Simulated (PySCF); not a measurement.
**[Pm(H2O)4]3+: how tightly the ligands are held**

Aim: take one ligand of each kind off [Pm(H2O)4]3+, with both parts rigid, and scan its distance from the metal. The structure is generated, not taken from experiment.

Computed with PySCF 2.14.0. Level: PBE0, Pm lcecp-1-SVP with ECP50, O def2-SVP, H def2-SVP; scalar-relativistic core potentials, no spin–orbit coupling.

1 further run of the same task is left out (for a known fault of the program).

**1. Starting geometry**

13 atoms, charge 3, spin multiplicity 1.

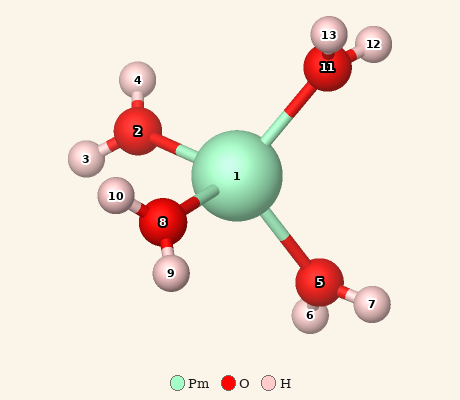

The geometry (promethium light green, oxygen red, hydrogen pink); atoms are numbered from 1 in the order of the file.

Coordinates:

```
Pm   -0.00002    0.00000    0.00000
O     1.40732    1.36523    1.30205
H     2.20831    1.10595    1.81017
H     1.34349    2.33361    1.46113
O    -1.40740   -1.30201    1.36522
H    -1.34346   -1.46119    2.33363
H    -2.20826   -1.81024    1.10597
O     1.40732   -1.36523   -1.30205
H     1.34349   -2.33361   -1.46113
H     2.20831   -1.10595   -1.81017
O    -1.40740    1.30201   -1.36522
H    -2.20826    1.81024   -1.10597
H    -1.34346    1.46119   -2.33363
```

Formal oxidation states: Pm +3. Each metal's 4 4f electrons lie in its core potential, so multiplicities, spins and levels count the valence alone. An earlier session relaxed this geometry at PBE0, Pm lcecp-1-SVP with ECP50, O def2-SVP, H def2-SVP (singlet, point group S4).

**2. H2O taken off**

The ligand (atoms 2, 3, 4) keeps its formal charge and a closed shell where it can; ligand and rest are solved at the complex's geometry, in vacuum, with the settings of the relaxation.

```
   part  charge    state  energy (Eh)
complex       3  singlet  -338.306379
 ligand       0  singlet   -76.275547
   rest       3  singlet  -261.911548
```

It took 1.7 s on 2 threads of Arm Neoverse V2, shared host.

**3. Rigid scan of H2O**

Atoms 2, 3, 4 move together along the line from atom 1; the distance is to the donor, the donors' midpoint or the ring centre. Each point starts from the density of the one before.

```
distance (Å)  energy from the relaxed point (eV)
        2.05                               0.593
        2.15                               0.225
        2.25                               0.048
        2.35                               0.000
        2.45                               0.037
        2.55                               0.129
```

Run time: 83 s. Hardware: 2 threads of Arm Neoverse V2, shared host.

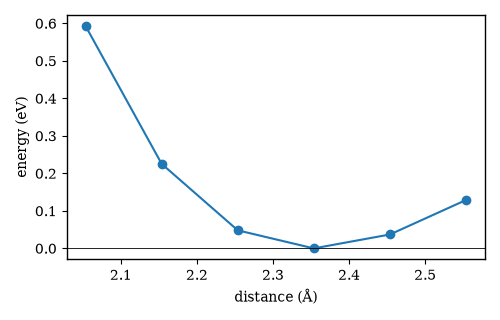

Energy along the rigid scan of H2O.

**4. Results**

| quantity | value |
| --- | --- |
| taking off H2O | 3.25 eV |
| stiffness of the H2O contact | 8.5 eV/Å² |

Taking off H2O as a fragment of charge +0 costs 3.25 eV. Near 2.35 Å the H2O contact has a stiffness of about 8.5 eV/Å², and the energy stands 0.13 eV higher at 2.55 Å. No counterpoise correction is made, and the parts aren't relaxed; each of these makes the binding look larger. These are double-zeta-type bases without diffuse functions. Spin–orbit coupling is left out.
